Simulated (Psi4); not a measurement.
**CH5BN2 (SMILES NC1BN1): a chain of runs**

We compute a structure relaxation (PBE0-D4/def2-TZVP), then the harmonic vibrations of CH5BN2. 

The calculation is run with Psi4 1.11.

### Step 1. The molecule

The species is CH5BN2 (9 atoms), meant as a singlet with charge 0. As SMILES, `NC1BN1`. The shape is that of a PBE0-D4/def2-TZVP optimisation. This is one conformer, not always the lowest. The run starts from this shape.

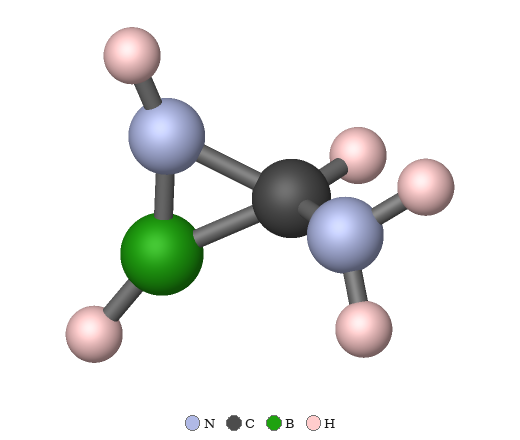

Viewed from a chosen angle; nitrogen light blue, carbon dark grey, boron green, hydrogen pink.

### Step 2. A geometry optimisation at PBE0-D4/def2-TZVP (density fitting) (run 1)

The input, calc.inp:

```
memory 1.6 GB

molecule {
  0 1
  N      0.142900     1.194400    -0.640600
  C     -0.364200    -0.077200    -0.222300
  B      0.591200    -1.194100     0.303200
  N     -0.130500    -0.469900     1.171500
  H      0.784000     1.117400    -1.417000
  H     -0.589900     1.842600    -0.892400
  H     -1.366400    -0.317200    -0.582700
  H      1.414200    -2.039000     0.194700
  H     -0.392800    -0.103200     2.068300
}

set {
  basis def2-TZVP
  geom_maxiter 60
}

opt("pbe0-d4")
```

Started as:

```
psi4 calc.inp calc.out -n 1
```

calc.out (excerpt; [...] marks lines left out):

```text
[...]
  Running in c1 symmetry.
[...]
  Nuclear repulsion =  109.448343715886125
[...]
  Multiplicity = 1
[...]
  Nalpha       = 15
  Nbeta        = 15
[...]
    Number of basis functions: 154
[...]
   @DF-RKS iter   1:  -174.87603375546936   -7.99490e-02   6.28275e-03 ADIIS/DIIS
[...]
   @DF-RKS iter   6:  -175.29522877313849   -2.78533e-12   3.30404e-09 DIIS
[...]
    Orbital Energies [Eh]
    ---------------------
    Doubly Occupied:
       1A    -14.383070     2A    -14.358084     3A    -10.259397
       4A     -6.774246     5A     -0.959390     6A     -0.876697
       7A     -0.655107     8A     -0.563216     9A     -0.502242
      10A     -0.472243    11A     -0.452324    12A     -0.376194
      13A     -0.303528    14A     -0.283657    15A     -0.251928
[...]
  @DF-RKS Final Energy:  -175.29522877313849
   => Energetics <=
    Nuclear Repulsion Energy =            109.4487262315382594
    One-Electron Energy =                -452.9690582822786951
    Two-Electron Energy =                 187.2258541762672905
    DFT Exchange-Correlation Energy =     -18.9967617981673449
    Empirical Dispersion Energy =          -0.0039891004980120
    VV10 Nonlocal Energy =                  0.0000000000000000
    Total Energy =                       -175.2952287731384899
[...]
 Multipole Moments:
 ------------------------------------------------------------------------------------
     Multipole            Electronic (a.u.)      Nuclear  (a.u.)        Total (a.u.)
 ------------------------------------------------------------------------------------
 L = 1.  Multiply by 2.5417464519 to convert [e a0] to [Debye]
 Dipole X            :          0.4823348           -0.8483347           -0.3659999
 Dipole Y            :         -1.6499314            1.8337175            0.1837862
 Dipole Z            :          1.3038884           -1.3776383           -0.0737499
 Magnitude           :                                                    0.4161398
[...]
  -Total Gradient:
     Atom            X                  Y                   Z
    ------   -----------------  -----------------  -----------------
       1       -0.000033684129    -0.000003818855    -0.000023517326
       2        0.000008032074     0.000030899988    -0.000009936309
       3       -0.000006748836     0.000000670479     0.000017940266
       4        0.000052894788     0.000015532613     0.000025111804
       5        0.000007131182     0.000002774472     0.000009256581
       6        0.000001864457    -0.000008040789    -0.000006129492
       7        0.000002434545    -0.000003284356    -0.000004406064
       8       -0.000015221036    -0.000013944499    -0.000005835145
       9       -0.000020961225    -0.000017192836     0.000003125242
[...]
    Final optimized geometry and variables:
    Molecular point group: c1
    Full point group: C1
    Geometry (in Angstrom), charge = 0, multiplicity = 1:
    N            0.104635407939     1.255348383862    -0.773903210524
    C           -0.402887581465    -0.016061987724    -0.355479731951
    B            0.552628816124    -1.132894319839     0.169864253919
    N           -0.169176611950    -0.408918690221     1.038253915904
    H            0.745131181365     1.177847566955    -1.550714645980
    H           -0.627906183242     1.904133967354    -1.025292196149
    H           -1.404923293213    -0.256211991388    -0.716379505391
    H            1.376062769292    -1.977362320674     0.061370530218
    H           -0.431314036598    -0.042210020546     1.935103226801
    Psi4 run time: 0:00:42.15
```

Standard output:

```text
Optimizer: Optimization complete!
```

Wall time 44 s (1 thread of Intel Xeon Platinum 8259CL at 2.50GHz (Skylake/Cascade Lake), shared host); peak memory 1.1 GiB.

### Step 3. The harmonic vibrations at PBE0-D4/def2-TZVP (density fitting) (run 2)

The input, ch5bn2.xyz:

```xyz
9
CH5BN2
N      0.143167     1.194285    -0.640629
C     -0.364356    -0.077125    -0.222206
B      0.591160    -1.193957     0.303138
N     -0.130645    -0.469982     1.171528
H      0.783663     1.116784    -1.417440
H     -0.589375     1.843071    -0.892018
H     -1.366392    -0.317275    -0.583105
H      1.414594    -2.038425     0.194645
H     -0.392783    -0.103273     2.068377
```

The input, ch5bn2.py:

```python
import psi4

psi4.set_memory('1600 MB')
psi4.set_num_threads(1)
psi4.set_output_file('psi4.out', False)

with open('ch5bn2.xyz') as f:
    atoms = ''.join(f.readlines()[2:])
m = psi4.geometry('0 1\n' + atoms + '')

options = {'reference': 'rks', 't': 298.15, 'rotational_symmetry_number': 1}
psi4.set_options(options)

energy_value = psi4.frequency("pbe0-d4/def2-TZVP")
print(f'total energy {energy_value:.8f} hartree = {energy_value * 27.211386:.5f} eV')
for k in ('ZPVE', 'ENTHALPY', 'GIBBS FREE ENERGY'):
    print(f'{k}: {psi4.variable(k):.8f} Eh')
for k, v in sorted(psi4.core.scalar_variables().items()):
    print(f'{k:45s} {v:18.10f}')
```

Started as:

```
python ch5bn2.py
```

psi4.out (excerpt; [...] marks lines left out):

```text
[...]
  Running in c1 symmetry.
[...]
  Nuclear repulsion =  109.448738021819409
[...]
  Multiplicity = 1
[...]
  Nalpha       = 15
  Nbeta        = 15
[...]
    Number of basis functions: 154
[...]
   @DF-RKS iter   1:  -174.87603119720575   -7.99460e-02   6.28271e-03 ADIIS/DIIS
[...]
   @DF-RKS iter  12:  -175.29522628390524   -4.34852e-12   3.99220e-09 DIIS
[...]
  @DF-RKS Final Energy:  -175.29522628390524
   => Energetics <=
    Nuclear Repulsion Energy =            109.4582032240794263
    One-Electron Energy =                -452.9862227004222746
    Two-Electron Energy =                 187.2341240616056268
    DFT Exchange-Correlation Energy =     -18.9973416514189530
    Empirical Dispersion Energy =          -0.0039892177490820
    VV10 Nonlocal Energy =                  0.0000000000000000
    Total Energy =                       -175.2952262839052366
[...]
  -Total Gradient:
     Atom            X                  Y                   Z
    ------   -----------------  -----------------  -----------------
       1       -0.000038652848    -0.000010168129    -0.000024748529
       2       -0.000023050404     0.000080233043     0.000026700320
       3        0.000048316840    -0.000050465332    -0.000088159563
       4       -0.000284703810     0.000487864435     0.001362579583
       5        0.000009871736     0.000001737127     0.000008857018
       6        0.000001240039    -0.000007039005    -0.000007167074
       7       -0.000001174875     0.000000572512    -0.000001268231
       8       -0.000070996554     0.000041881872     0.000078836407
       9        0.000355193604    -0.000541059137    -0.001350076057
[...]
  ==> Harmonic Vibrational Analysis <==
[...]
  Freq [cm^-1]                 192.2303            298.2409            404.4229
[...]
  IR activ [km/mol]            32.1609             68.5080             35.7068
[...]
  Freq [cm^-1]                 524.0600            699.9804            759.0232
[...]
  IR activ [km/mol]             6.3368             158.5969            21.4521
[...]
  Freq [cm^-1]                 988.3222           1038.0362           1194.1316
[...]
  IR activ [km/mol]            48.6793              6.1025             44.4059
[...]
  Freq [cm^-1]                1273.2922           1381.1544           1507.6301
[...]
  Freq [cm^-1]                1662.6751           2732.9256           3070.9833
[...]
  Freq [cm^-1]                3551.1202           3633.4203           3669.0666
[...]
```

The script printed:

```text
Warning: used thermodynamics relations inappropriate for low-frequency modes: ['192.2303' '298.2409' '404.4229' '524.0600']
total energy -175.29522877 hartree = -4770.02613 eV
ZPVE: 0.07122282 Eh
ENTHALPY: -175.21823231 Eh
GIBBS FREE ENERGY: -175.25050060 Eh
CURRENT ENERGY                                   -175.2952287731
CURRENT REFERENCE ENERGY                         -175.2952287731
DD SOLVATION ENERGY                                 0.0000000000
DFT FUNCTIONAL TOTAL ENERGY                      -175.2912396724
DFT TOTAL ENERGY                                 -175.2952287731
DFT VV10 ENERGY                                     0.0000000000
DFT XC ENERGY                                     -18.9967618882
DISPERSION CORRECTION ENERGY                       -0.0039891007
ENTHALPY                                         -175.2182323056
ENTHALPY CORRECTION                                 0.0769964675
FINDIF NUMBER                                      49.0000000000
GIBBS FREE ENERGY                                -175.2505005971
GIBBS FREE ENERGY CORRECTION                        0.0447281760
GRID ELECTRONS ALPHA                               14.9999988110
GRID ELECTRONS BETA                                14.9999988110
GRID ELECTRONS TOTAL                               29.9999976219
NUCLEAR REPULSION ENERGY                          109.4487380218
ONE-ELECTRON ENERGY                              -452.9690800896
PBE0-D4(BJ,EEQ)ATM DISPERSION CORRECTION ENERGY      -0.0039891007
PCM POLARIZATION ENERGY                             0.0000000000
PE ENERGY                                           0.0000000000
SCF ITERATION ENERGY                             -175.2952287731
SCF ITERATIONS                                     12.0000000000
SCF TOTAL ENERGY                                 -175.2952287731
THERMAL ENERGY                                   -175.2191764901
THERMAL ENERGY CORRECTION                           0.0760522830
TWO-ELECTRON ENERGY                               187.2258642836
ZERO K ENTHALPY                                  -175.2240059576
ZPVE                                                0.0712228155
```

Run time: 18 min. Hardware: 1 thread of Intel Xeon Platinum 8259CL at 2.50GHz (Skylake/Cascade Lake), shared host; peak memory 1.1 GiB.

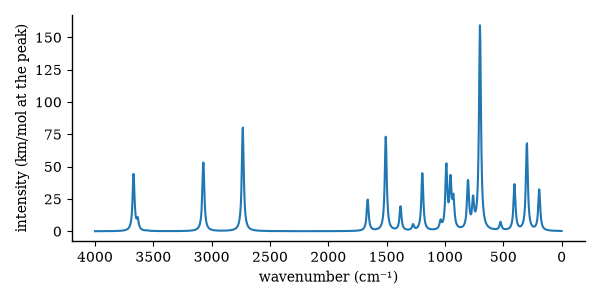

Harmonic infrared spectrum, unscaled, lines broadened by 10 cm⁻¹.

### Step 4. Summary of results

```
                                                                           quantity             value
                                  run 1, PBE0-D4/def2-TZVP: total energy at the end     -175.29523 Eh
                                            run 1, PBE0-D4/def2-TZVP: dipole moment            1.06 D
                                              run 1, PBE0-D4/def2-TZVP: HOMO energy          -6.86 eV
                                              run 1, PBE0-D4/def2-TZVP: LUMO energy           0.26 eV
                                            run 1, PBE0-D4/def2-TZVP: HOMO–LUMO gap           7.11 eV
                                        run 1, PBE0-D4/def2-TZVP: dispersion energy     -10.47 kJ/mol
                               run 2, PBE0-D4/def2-TZVP: lowest harmonic wavenumber          192 cm⁻¹
                              run 2, PBE0-D4/def2-TZVP: highest harmonic wavenumber         3669 cm⁻¹
                                        run 2, PBE0-D4/def2-TZVP: zero-point energy      187.0 kJ/mol
run 2, PBE0-D4/def2-TZVP: ideal-gas entropy at 298.15 K (symmetry number 1 as used)  67.9 cal/(mol K)
```

In words: The optimisation (run 1, PBE0-D4/def2-TZVP) took 2 steps and changed the energy by -0.000 eV. All 21 modes (run 2, PBE0-D4/def2-TZVP) are real, so the shape is a minimum at this level.
